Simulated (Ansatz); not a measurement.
# CH5Al: molecular dynamics

The plan is to follow the molecule's vibrations and see whether its bonds hold. The start is relaxed first. Runs: 300 steps of 0.5 fs under a Nosé-Hoover thermostat at 1000 K.

Program: Ansatz 0.2.0. Level of theory: RHF/def2-SVP. These are calculated values, not measurements.

## (1) The starting structure

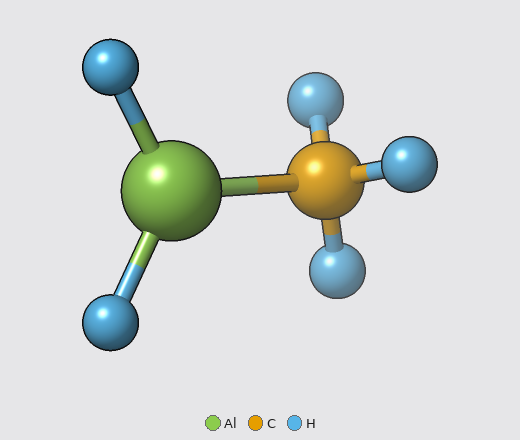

Start, viewed from a chosen angle; aluminium green, carbon amber, hydrogen blue.

Structure file:

```xyz
7

Al    0.0000    0.0000    0.0000
C     0.0000    0.0000    1.9700
H    -0.9996   -0.3092    2.3405
H     0.7676   -0.7111    2.3405
H     0.2320    1.0203    2.3405
H     1.3510    0.0000   -0.7800
H    -1.3510    0.0000   -0.7800
```

## (2) Preparing the start

input.yaml

```yaml
crystal:
  periodic: [false, false, false]
  atoms:
    - { symbol: Al, position_ang: [0.0, 0.0, 0.0] }
    - { symbol: C, position_ang: [0.0, 0.0, 1.97] }
    - { symbol: H, position_ang: [-0.9996, -0.3092, 2.3405] }
    - { symbol: H, position_ang: [0.7676, -0.7111, 2.3405] }
    - { symbol: H, position_ang: [0.232, 1.0203, 2.3405] }
    - { symbol: H, position_ang: [1.351, 0.0, -0.78] }
    - { symbol: H, position_ang: [-1.351, 0.0, -0.78] }
basis:
  gaussian: { orbitals: def2-SVP }
hamiltonian:
  xc: hf
relax:
  f_tol: 0.02
  max_steps: 40
```

On the command line:

```bash
> ansatz run input.yaml --threads 1 --pin off --max-ram 2048MiB --backend cpu --events-out ev --progress --plain --runs-dir out
```

Standard output (excerpt; [...] marks lines left out):

```text
Warning: RAYON_NUM_THREADS=1 ignored (pool sized by the plan → 1); use --threads N
[...]
Functional definition: HF
[...]
605 factors; integrals over basis functions are off by at most 4.7e-4 eV
[...]
mean field -7689.23652182 eV, -282.5742302254 hartree, gradient 2.0e-5 eV, S^2 0.000000; 0 other end points of the search recorded, 0 dependent functions left out
[...]
reference -7689.23652182 eV, -282.5742302254 hartree; 12, 12 occupied and 45, 45 virtual orbitals, 605 factors
relax step   1: F+E_penalty+E_count = -7689.23652182 eV  Δ(F+E_penalty+E_count) = +0.000e0 eV  max|allowed force component| = 6.071e-1 eV/Å  Δτ_max = 0.0000 Å  (21 SCF iters, accepted)
[...]
relax step   3: F+E_penalty+E_count = -7689.27653343 eV  Δ(F+E_penalty+E_count) = -1.313e-3 eV  max|allowed force component| = 3.205e-2 eV/Å  Δτ_max = 0.0128 Å  (21 SCF iters, accepted)
[...]
relax step   4: F+E_penalty+E_count = -7689.27665512 eV  Δ(F+E_penalty+E_count) = -1.217e-4 eV  max|allowed force component| = 8.568e-3 eV/Å  Δτ_max = 0.0042 Å  (21 SCF iters, accepted)
605 factors; integrals over basis functions are off by at most 4.6e-4 eV
[...]
mean field -7689.27665512 eV, -282.5757050969 hartree, gradient 1.1e-5 eV, S^2 0.000000; 1 other end points of the search recorded, 0 dependent functions left out
[...]
reference -7689.27665512 eV, -282.5757050969 hartree; 12, 12 occupied and 45, 45 virtual orbitals, 605 factors
Total energy: -7689.27665512 eV, -282.5757050969 hartree
Atom 0 at    -0.005611    -0.005738    -0.004809 Å, force    -0.001775    -0.000585    -0.002564 eV/Å
Atom 1 at    -0.007113    -0.012321     1.963390 Å, force    -0.001250    -0.003626    -0.008568 eV/Å
Atom 2 at    -0.973747    -0.297860     2.386034 Å, force    -0.004477    -0.000829     0.003510 eV/Å
Atom 3 at     0.754014    -0.686093     2.368711 Å, force     0.004895    -0.002744     0.002694 eV/Å
Atom 4 at     0.230069     0.987496     2.346287 Å, force     0.002067     0.006249     0.000570 eV/Å
Atom 5 at     1.362870     0.007065    -0.802891 Å, force    -0.000729     0.000708     0.003658 eV/Å
Atom 6 at    -1.360482     0.007452    -0.825222 Å, force     0.001268     0.000826     0.000699 eV/Å
Dipole moment:    -0.000433    -0.003259     0.128839 e Å
```

Run time: 1.9 s. Hardware: 1 thread of Arm Neoverse V2, shared host; peak memory 0.1 GiB.

Step by step:

| step | energy from step 1 (eV) | largest force component (eV/Å) |
| --- | --- | --- |
| 1 | 0.0000 | 0.6071 |
| 2 | -0.0387 | 0.1289 |
| 3 | -0.0400 | 0.0320 |
| 4 | -0.0401 | 0.0086 |

Step 1 is the start.

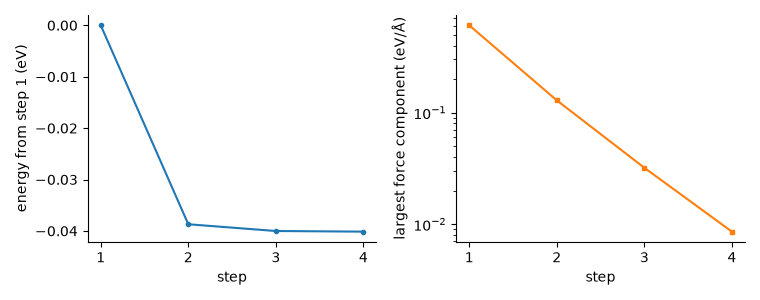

How energy and force went from step to step.

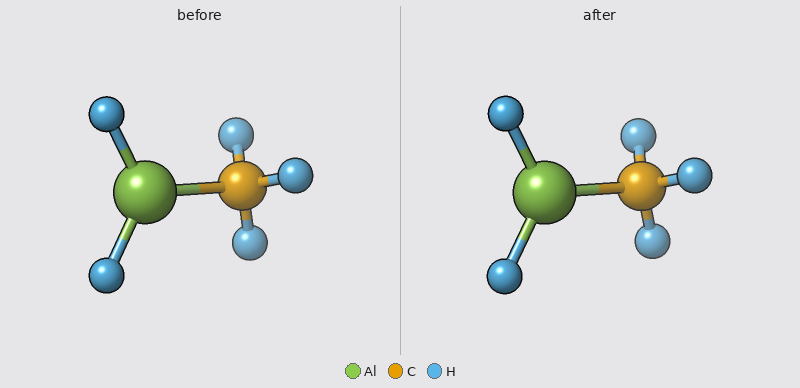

Before and after, at one scale.

After: Bond lengths: Al1–C2 1.968 Å, C2–H3 1.093 Å, C2–H4 1.094 Å, C2–H5 1.097 Å, Al1–H6 1.584 Å, Al1–H7 1.584 Å. Angles: Al1–C2–H3 112.8°, Al1–C2–H4 111.8°, Al1–C2–H5 110.2°, H3–C2–H4 108.1°, H3–C2–H5 107.1°, H4–C2–H5 106.4°, C2–Al1–H6 120.3°, C2–Al1–H7 121.2°, H6–Al1–H7 118.5°.

## (3) The run

300 steps of 0.5 fs under a Nosé-Hoover thermostat at 1000 K, from the relaxed start.

input.yaml

```yaml
crystal:
  periodic: [false, false, false]
  atoms:
    - { symbol: Al, position_ang: [-0.005611, -0.005738, -0.004809] }
    - { symbol: C, position_ang: [-0.007113, -0.012321, 1.96339] }
    - { symbol: H, position_ang: [-0.973747, -0.29786, 2.386034] }
    - { symbol: H, position_ang: [0.754014, -0.686093, 2.368711] }
    - { symbol: H, position_ang: [0.230069, 0.987496, 2.346287] }
    - { symbol: H, position_ang: [1.36287, 0.007065, -0.802891] }
    - { symbol: H, position_ang: [-1.360482, 0.007452, -0.825222] }
basis:
  gaussian: { orbitals: def2-SVP }
hamiltonian:
  xc: hf
md:
  timestep: 0.5
  n_steps: 300
  ensemble: nvt_nose_hoover
  temperature: 1000.0
  initial_velocities: maxwell_boltzmann
  seed: 963848
  nose_hoover: { tau: 100.0, chain_length: 3 }
```

On the command line:

```bash
> ansatz run input.yaml --threads 1 --pin off --max-ram 2048MiB --backend cpu --events-out ev --progress --plain --runs-dir out
```

Standard output (excerpt; [...] marks lines left out):

```text
Warning: RAYON_NUM_THREADS=1 ignored (pool sized by the plan → 1); use --threads N
[...]
[... 1 set-up line as earlier in the session ...]
[...]
606 factors; integrals over basis functions are off by at most 4.6e-4 eV
[...]
mean field -7689.27665532 eV, -282.5757051043 hartree, gradient 2.4e-5 eV, S^2 0.000000; 0 other end points of the search recorded, 0 dependent functions left out
[...]
reference -7689.27665532 eV, -282.5757051043 hartree; 12, 12 occupied and 45, 45 virtual orbitals, 606 factors
md step     0: t =     0.00 fs  T =  1000.0 K  F+E_penalty+E_count = -7689.27665532 eV  E_kin = 0.646300 eV  conserved = -7688.63035533 eV  (21 SCF iters)
[...]
md step    20: t =    10.00 fs  T =   518.2 K  F+E_penalty+E_count = -7688.96360135 eV  E_kin = 0.334882 eV  conserved = -7688.62978154 eV  (22 SCF iters)
[...]
md step    40: t =    20.00 fs  T =   555.6 K  F+E_penalty+E_count = -7688.98213103 eV  E_kin = 0.359104 eV  conserved = -7688.62827264 eV  (21 SCF iters)
[...]
md step    60: t =    30.00 fs  T =   357.6 K  F+E_penalty+E_count = -7688.84302862 eV  E_kin = 0.231124 eV  conserved = -7688.62681636 eV  (21 SCF iters)
[...]
md step    80: t =    40.00 fs  T =   361.5 K  F+E_penalty+E_count = -7688.83678929 eV  E_kin = 0.233633 eV  conserved = -7688.62723975 eV  (21 SCF iters)
md step    81: t =    40.50 fs  T =   432.6 K  F+E_penalty+E_count = -7688.88259526 eV  E_kin = 0.279580 eV  conserved = -7688.62763048 eV  (21 SCF iters)
md step    82: t =    41.00 fs  T =   523.6 K  F+E_penalty+E_count = -7688.94146579 eV  E_kin = 0.338406 eV  conserved = -7688.62832485 eV  (21 SCF iters)
```

## (4) More of the same log: dynamics from the start

The log, continued (excerpt; [...] marks lines left out):

```text
md step    83: t =    41.50 fs  T =   618.2 K  F+E_penalty+E_count = -7689.00256101 eV  E_kin = 0.399538 eV  conserved = -7688.62907368 eV  (20 SCF iters)
[...]
md step   109: t =    54.50 fs  T =   423.6 K  F+E_penalty+E_count = -7688.85031673 eV  E_kin = 0.273756 eV  conserved = -7688.62784278 eV  (22 SCF iters)
[...]
md step   135: t =    67.50 fs  T =   669.1 K  F+E_penalty+E_count = -7688.98204275 eV  E_kin = 0.432441 eV  conserved = -7688.62884478 eV  (21 SCF iters)
[...]
md step   161: t =    80.50 fs  T =   613.7 K  F+E_penalty+E_count = -7688.90351938 eV  E_kin = 0.396647 eV  conserved = -7688.62767398 eV  (20 SCF iters)
[...]
md step   186: t =    93.00 fs  T =   519.9 K  F+E_penalty+E_count = -7688.80096816 eV  E_kin = 0.336039 eV  conserved = -7688.62789415 eV  (22 SCF iters)
md step   187: t =    93.50 fs  T =   533.8 K  F+E_penalty+E_count = -7688.80844806 eV  E_kin = 0.345009 eV  conserved = -7688.62800918 eV  (22 SCF iters)
```

## (5) More of the same log: dynamics from the start

The log, continued (excerpt; [...] marks lines left out):

```text
md step   188: t =    94.00 fs  T =   549.8 K  F+E_penalty+E_count = -7688.81742002 eV  E_kin = 0.355353 eV  conserved = -7688.62829541 eV  (20 SCF iters)
[...]
md step   209: t =   104.50 fs  T =   797.2 K  F+E_penalty+E_count = -7688.92994061 eV  E_kin = 0.515249 eV  conserved = -7688.62712736 eV  (20 SCF iters)
[...]
md step   230: t =   115.00 fs  T =   458.5 K  F+E_penalty+E_count = -7688.65835935 eV  E_kin = 0.296305 eV  conserved = -7688.62607012 eV  (21 SCF iters)
[...]
md step   251: t =   125.50 fs  T =   908.8 K  F+E_penalty+E_count = -7688.90565869 eV  E_kin = 0.587364 eV  conserved = -7688.62701385 eV  (20 SCF iters)
[...]
md step   298: t =   149.00 fs  T =   989.3 K  F+E_penalty+E_count = -7688.85040563 eV  E_kin = 0.639374 eV  conserved = -7688.62755474 eV  (20 SCF iters)
md step   299: t =   149.50 fs  T =   980.5 K  F+E_penalty+E_count = -7688.84180169 eV  E_kin = 0.633709 eV  conserved = -7688.62705403 eV  (20 SCF iters)
[...]
md step   300: t =   150.00 fs  T =   980.7 K  F+E_penalty+E_count = -7688.83921189 eV  E_kin = 0.633841 eV  conserved = -7688.62673774 eV  (22 SCF iters)
Total energy: -7688.83921189 eV, -282.5596293546 hartree
Atom 0 at    -0.013276     0.006765    -0.052865 Å, force     0.571034    -2.880499     2.756859 eV/Å
Atom 1 at     0.005190    -0.021126     2.053160 Å, force     0.786142     0.177114    -0.727950 eV/Å
Atom 2 at     0.321635    -0.990930     2.546509 Å, force    -0.855372     0.912267    -0.806064 eV/Å
Atom 3 at     0.785286     0.711612     2.423445 Å, force    -1.215253    -0.367971    -0.305436 eV/Å
Atom 4 at    -1.034942     0.293905     2.339441 Å, force     1.094307    -0.270878     0.309140 eV/Å
Atom 5 at     0.164998    -1.427982    -0.760730 Å, force    -0.076578     0.344793    -0.010491 eV/Å
Atom 6 at    -0.165668     1.201698    -0.859080 Å, force    -0.304279     2.085173    -1.216059 eV/Å
Dipole moment:    -0.025652     0.133639     0.002086 e Å
```

It took 90 s on 1 thread of Arm Neoverse V2, shared host; peak memory 0.087 GiB.

## (6) Frames and traces

One step in 22; energies are changes from step 0:

| time (fs) | T (K) | potential energy change (meV/atom) | conserved energy change (meV/atom) |
| --- | --- | --- | --- |
| 0.0 | 1000 | 0.0 | 0.00 |
| 11.0 | 427 | 53.2 | 0.12 |
| 22.0 | 595 | 38.6 | 0.24 |
| 33.0 | 579 | 41.5 | 0.11 |
| 44.0 | 702 | 32.1 | 0.17 |
| 55.0 | 369 | 66.1 | 0.42 |
| 66.0 | 543 | 53.2 | 0.34 |
| 77.0 | 762 | 37.7 | 0.28 |
| 88.0 | 429 | 74.6 | 0.47 |
| 99.0 | 533 | 69.4 | 0.47 |
| 110.0 | 851 | 48.4 | 0.35 |
| 121.0 | 597 | 78.8 | 0.46 |
| 132.0 | 743 | 74.0 | 0.54 |
| 143.0 | 646 | 88.6 | 0.38 |
| 150.0 | 981 | 62.5 | 0.52 |

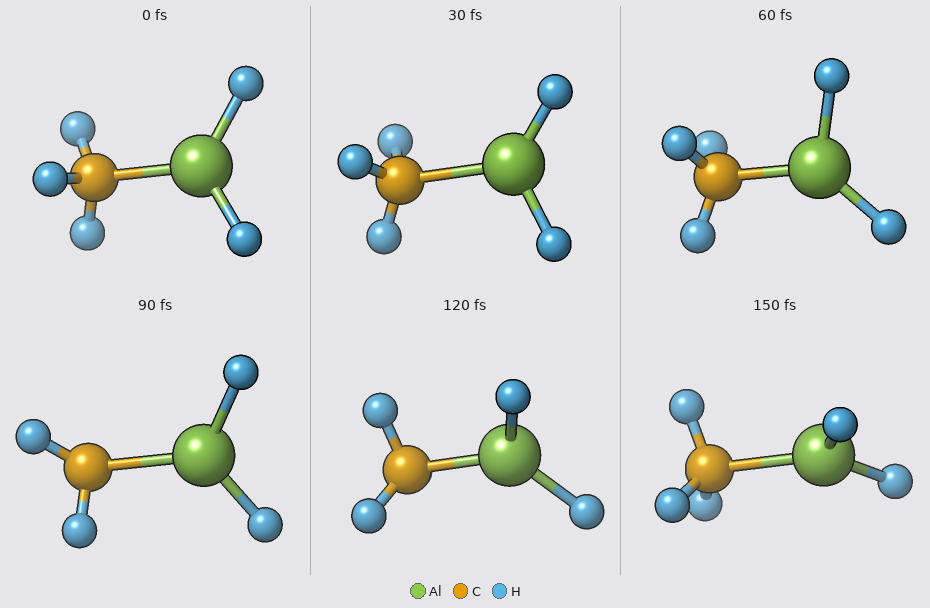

The system at six times, viewed from a chosen angle. Sticks join atoms within a bonding distance in each frame.

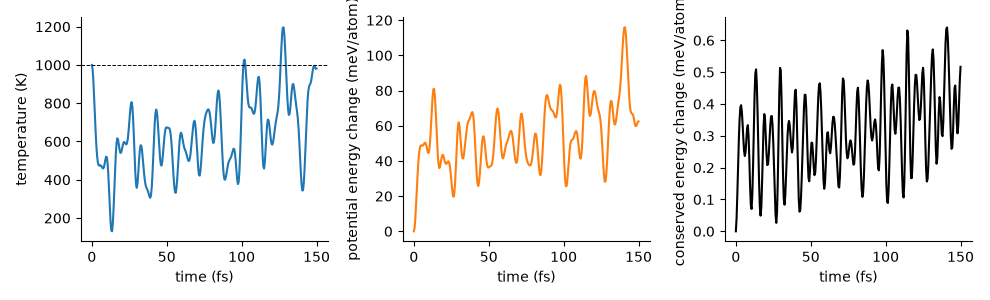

Time series of the run, each on its own scale. The dashed line is the set temperature.

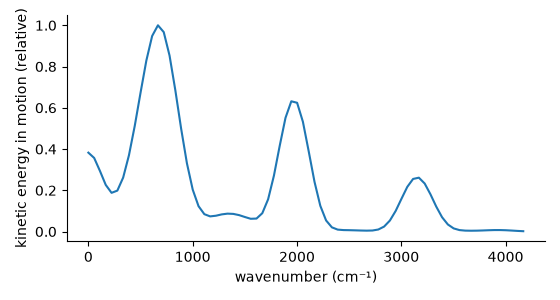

Power spectrum of the mass-weighted velocities; a run of 150 fs resolves no finer than about 440 cm⁻¹.

Maxima of the velocity power spectrum (cm⁻¹, relative height; resolution about 440 cm⁻¹): 670 (100), 1950 (63), 3170 (26).

## (7) Positions and forces

Extended XYZ, with forces in eV/Å:

```xyz
7
time_fs=19.0 T=541 dE=0.3036
Al   -0.012    0.001    0.022   -0.686   -0.192   -2.026
C    -0.013   -0.003    1.921   -0.754    0.469   -0.206
H    -0.810   -0.496    2.433   -0.636   -0.612    0.294
H     0.899   -0.506    2.062    1.414   -0.988    0.797
H     0.087    0.950    2.387    0.154    1.103    0.353
H     1.436   -0.352   -0.625   -0.509    0.239    0.041
H    -1.360    0.140   -0.990    1.018   -0.019    0.747
7
time_fs=37.5 T=339 dE=0.4508
Al   -0.016   -0.016   -0.057   -0.051    0.564    0.415
C     0.033   -0.007    2.074   -1.397    0.166   -1.501
H    -0.869   -0.559    2.398    0.508   -0.261    0.005
H     0.916   -0.364    2.606    0.020   -0.129   -0.281
H    -0.214    0.997    2.437    0.363    0.205   -0.155
H     1.352   -0.368   -0.890   -0.710    0.065    0.365
H    -1.381    0.511   -1.009    1.266   -0.609    1.153
7
time_fs=56.0 T=332 dE=0.4884
Al    0.026   -0.016    0.015   -2.298    0.583   -1.689
C    -0.031   -0.009    1.920    1.153    0.166    2.453
H    -0.765   -0.688    2.439    0.824    0.354   -0.756
H     1.018   -0.200    2.340   -1.538    0.179   -0.159
H    -0.350    1.015    2.272    0.452   -0.852   -0.486
H     1.058   -0.570   -1.101   -0.195    0.222    0.599
H    -1.511    0.688   -0.490    1.603   -0.652    0.038
7
time_fs=75.0 T=696 dE=0.2981
Al   -0.023   -0.003    0.005    0.179    0.626   -0.945
C     0.056   -0.004    1.951   -0.426    0.415    0.688
H    -0.618   -0.862    2.107    0.065   -0.148    0.427
H     0.956   -0.140    2.613   -0.805    0.118   -1.089
H    -0.532    0.863    2.303    0.319   -0.275    0.171
H     1.132   -0.799   -0.739   -0.195   -0.030   -0.207
H    -1.204    0.796   -0.929    0.863   -0.707    0.955
7
time_fs=94.0 T=550 dE=0.4592
Al   -0.006    0.007   -0.054   -1.496    0.293    1.878
C    -0.030   -0.011    2.071    1.415    0.866   -3.394
H    -0.269   -0.973    2.420   -0.496   -1.444    0.663
H     1.052    0.083    2.101    0.598   -0.202    0.570
H    -0.394    0.766    2.694   -0.890    0.776    0.389
H     0.922   -1.028   -0.702    0.615   -0.381   -0.249
H    -1.011    0.810   -0.999    0.254    0.093    0.143
7
time_fs=112.5 T=836 dE=0.3615
Al   -0.034   -0.013    0.036    0.956   -0.240   -1.228
C     0.036   -0.013    1.879   -1.274   -0.523    1.865
H    -0.208   -0.954    2.383    0.089   -0.036   -0.102
H     0.956    0.332    2.296    0.968    0.347    0.251
H    -0.732    0.692    2.166   -0.319    0.420    0.561
H     0.871   -0.992   -0.702    0.370   -0.837   -0.723
H    -0.621    1.137   -0.745   -0.792    0.870   -0.624
7
time_fs=131.0 T=769 dE=0.4969
Al    0.008   -0.020   -0.031    0.131   -1.254    2.049
C    -0.004    0.024    1.992    0.369   -1.688    1.638
H     0.040   -1.014    2.508   -0.455    1.374   -1.103
H     0.889    0.467    2.503   -0.687    0.307   -0.684
H    -0.934    0.531    2.398    1.136   -0.425   -0.613
H     0.254   -1.177   -1.029    0.421   -0.518   -0.093
H    -0.637    1.166   -0.553   -0.915    2.203   -1.194
7
time_fs=150.0 T=981 dE=0.4374
Al   -0.013    0.007   -0.053    0.571   -2.881    2.757
C     0.005   -0.021    2.053    0.786    0.177   -0.728
H     0.322   -0.991    2.546   -0.855    0.912   -0.806
H     0.785    0.712    2.423   -1.215   -0.368   -0.305
H    -1.035    0.294    2.339    1.094   -0.271    0.309
H     0.165   -1.428   -0.761   -0.077    0.345   -0.011
H    -0.166    1.202   -0.859   -0.304    2.085   -1.216
```

## (8) Summary of results

| quantity | value |
| --- | --- |
| relaxation of the start | 3 moves, 0.040 eV lower |
| length | 300 steps of 0.5 fs |
| temperature, first and last step | 1000 and 981 K |
| temperature, second half | mean 725 K, from 344 to 1196 K |
| potential energy, second half | +62 meV/atom from the start |
| largest change of the conserved energy | 0.64 meV/atom |
| bonds formed or broken | 0 |

Against a set 1000 K the second half averages 725 K with a spread of 193 K; 62 meV/atom has gone into potential energy, and a thermostat that acts over some 100 fs has not made it up in 150 fs. The conserved energy strays from its start by at most 0.64 meV/atom, 1.1 % of the mean kinetic energy, which is good for a step of 0.5 fs. No bond forms or breaks. Averages from a run of 150 fs with 7 atoms are rough. The nuclei move classically, without zero-point motion, which matters most for hydrogen.
